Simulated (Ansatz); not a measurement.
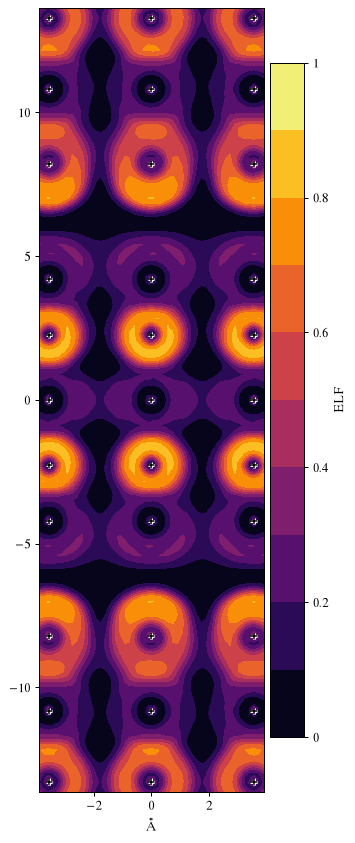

The ELF on a plane through atoms (crosses mark nuclei in the plane).

The calculation used Ansatz 0.2.0, DFT PBE, scalar-relativistic, plane waves, PAW.

Candidates:
A. Ga$_{5}$As$_{3}$N$_{2}$, a = 3.56 Å, b = 3.56 Å, c = 26.54 Å, α = 90.00°, β = 90.00°, γ = 90.00°. Space group I4/mmm; a structure generated by program, which may or may not match a known phase.
B. Hf$_{3}$ZrS$_{8}$, a = 12.68 Å, b = 7.32 Å, c = 9.31 Å, α = 90.00°, β = 132.91°, γ = 90.00°. Space group C2/m; a structure generated by program, which may or may not match a known phase.
C. Al$_{2}$BAs$_{3}$, a = 6.35 Å, b = 6.35 Å, c = 9.07 Å, α = 90.00°, β = 90.00°, γ = 120.00°. Space group R-3m; a structure generated by program, which may or may not match a known phase.

### Which candidate gave the map?

Candidate A: Ga$_{5}$As$_{3}$N$_{2}$ on the (010) plane of the conventional cell, which holds Ga, As and N. Ga–N (1.95 Å): the ELF peaks at about 0.80 in the valence shell of N, 0.6 Å from its nucleus, and is about 0.45 at the midpoint. Ga–As (2.46 Å): the ELF peaks at about 0.70 between the atoms.
